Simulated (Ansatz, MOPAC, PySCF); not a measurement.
Torsion H4–N1–Si2–Cl3 in ClH2NSi (SMILES N[Si]Cl); at each angle all else is relaxed with GFN2-xTB, and the levels are single points there.
Geometry at 0° (charge 0, multiplicity 1):
```csv
atom,x (Å),y (Å),z (Å)
N,-0.6617,-0.0140,0.0582
Si,0.7511,-0.9102,0.3917
Cl,1.8833,0.6218,1.2455
H,-0.7766,0.9692,0.2683
H,-1.4788,-0.4121,-0.3728
```
Energies count from the point at 0°.

Correlated levels freeze the cores. CBS(a, b) extrapolates the correlation energy as X⁻³ and adds the Hartree–Fock energy of set b. Rows in 6-31G* carry no dispersion term and start afresh at each structure (6-31G* with six Cartesian d functions). The state that AM1 reach isn't checked.

Run with Ansatz (a quantum-chemistry and plane-wave program) with Gaussian orbitals; MOPAC for AM1 (differences of heats of formation); PySCF for 6-31G* rows, the dispersion terms. 

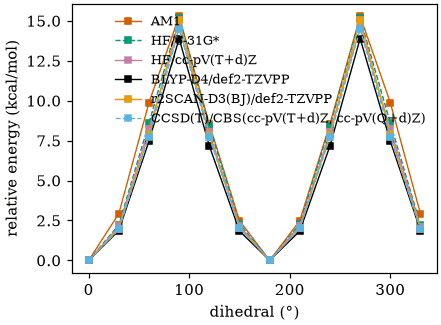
Figure. Relative energy along the coordinate
